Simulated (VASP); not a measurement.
Band structure of CdTe (relaxed from the CsCl type structure, space group Pm-3m). Computed with PBE GGA, VASP's PBE PAW potentials (set 64) (plane waves; VASP).

Unless said otherwise, spin-orbit coupling is left out, though it shifts the bands of the heavy elements here.

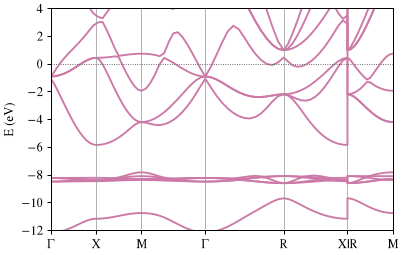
*Bands along high-symmetry lines, zero at the valence-band maximum or, without a gap, the Fermi level*

Question: Read the plot: is there a gap, and where are the band edges?

Answer: It has no gap at this level: it comes out as a metal or semimetal. (Edges off the drawn lines would not show.)

The structure was generated: CdTe was put into the CsCl type type (Pm-3m), which need not be its known phase. It was relaxed first, which changed the volume by +9 %.
